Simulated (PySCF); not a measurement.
Vertical excitations of a molecule C3H8BNO from TDDFT-PBE/def2-SVPD in PySCF, as energy in eV (oscillator strength): 5.35 (0.003), 5.77 (0.007), 5.92 (0.007), 6.32 (0.110), 6.54 (0.030), 6.89 (0.079), 7.00 (0.015), 7.01 (0.053), 7.05 (0.002), 7.24 (0.020). Lowest triplet (TDA): 4.30 eV. Geometry optimised at PBE-D3(BJ)/def2-SVP. Other conformers were not sampled.

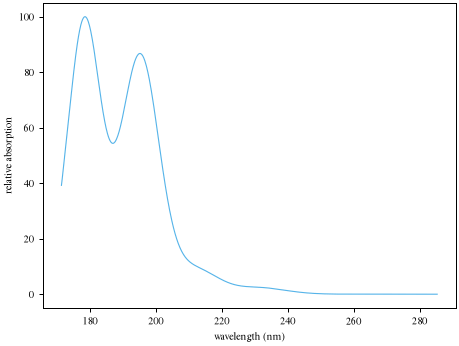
Fig. 1. The lines broadened by 0.4 eV.

Q: Pick the molecule that these values belong to.
(A) C/N=C/B(C)O
(B) C=CCB(N)O
(C) CNB1CCO1
(D) NB1CCOC1

A: B, C=CCB(N)O
